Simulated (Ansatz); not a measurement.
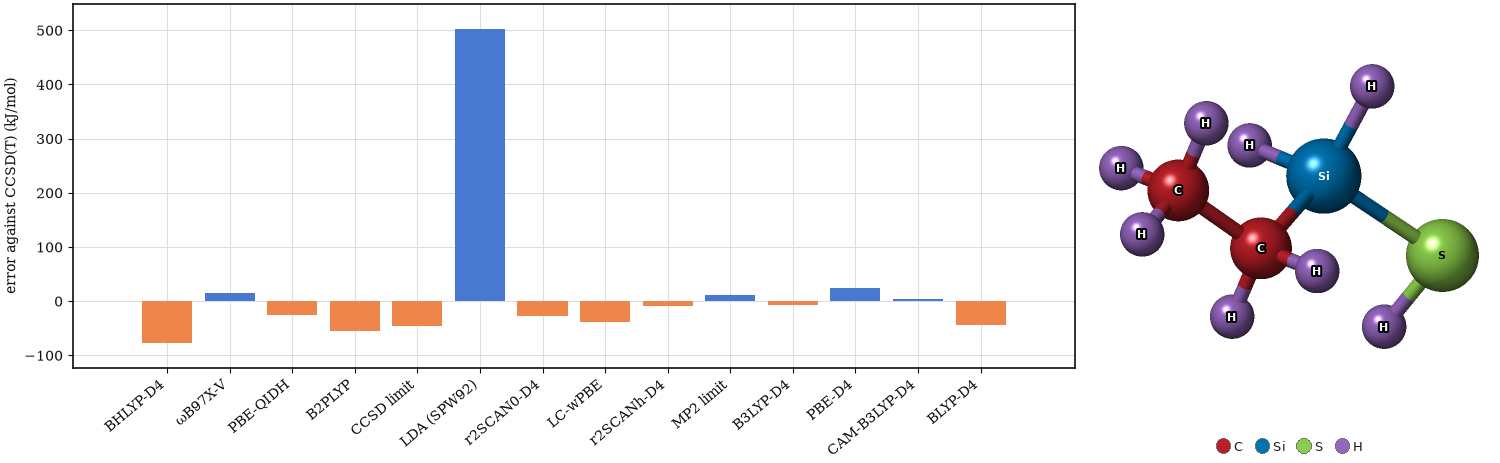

Error in the electronic atomisation energy (method less reference, so positive means overbinding) of C₂H₈SSi, SMILES CC[SiH2]S: functionals in def2-TZVPP against frozen-core CCSD(T) at the limit (MP2 extrapolated from triple and quadruple zeta, plus CCSD(T) less MP2 in a smaller set), which gives 4204.9 kJ/mol, at a PBE0-D4/def2-TZVP geometry (a minimum by its frequencies), no zero-point or spin-orbit term, the Ansatz code. The reference leaves out core correlation, a term that grows with the number of heavy atoms. PBE-QIDH and B2PLYP hold a correlation term that converges slowly with the basis, so part of the distance to the limit is basis error. No dispersion term is added to PBE-QIDH, B2PLYP and LC-wPBE. Limit means the basis limit.

### What range do the values span?

From −77.0 kJ/mol (BHLYP-D4) to 502.7 kJ/mol (LDA (SPW92)).

### Give the values.

```csv
level,kJ/mol
BHLYP-D4,−77.0
ωB97X-V,15.9
PBE-QIDH,−25.3
B2PLYP,−55.9
CCSD limit,−45.7
LDA (SPW92),502.7
r2SCAN0-D4,−26.7
LC-wPBE,−37.6
r2SCANh-D4,−8.9
MP2 limit,12.2
B3LYP-D4,−7.2
PBE-D4,25.1
CAM-B3LYP-D4,4.1
BLYP-D4,−44.2
```

Caveats, for all or some of the runs: one conformer of a flexible molecule.
